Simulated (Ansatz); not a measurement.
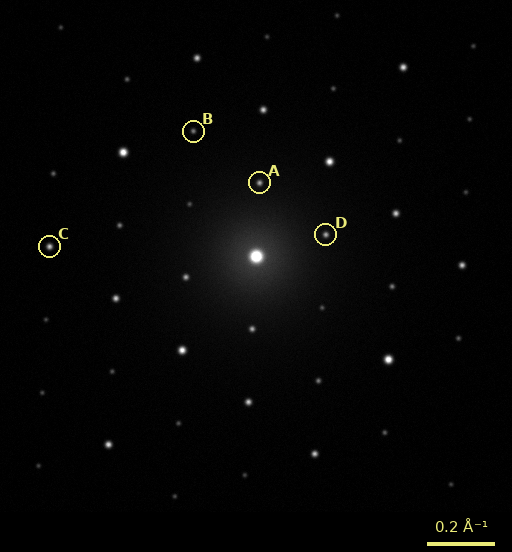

The pattern is a kinematic simulation for 80 kV electrons (no multiple scattering; isotropic B = 0.5 Å²). The zone axis points towards the electron source and the pattern is seen from the source side.

Crystal: Sr₂MoNO₆, space group I4/m (No. 87), a = 5.55 Å, c = 7.89 Å. Structure: the geometry relaxed with DFT, PAW plane waves, r2scan (Ansatz 0.2.0); the starting structure was generated, so it need not be a known form of this composition.

Spot A is indexed 0 -1 -1 and spot B 0 -1 -3.

What are the indices of the remaining marked spots?

Answer. C = −5A + 3B = 0 2 -4 (d = 1.608 Å). D = 2A − B = 0 -1 1 (d = 4.539 Å).

Which zone axis is this?

Answer. The cross product of A and B is parallel to [100]; every spot obeys hu + kv + lw = 0.
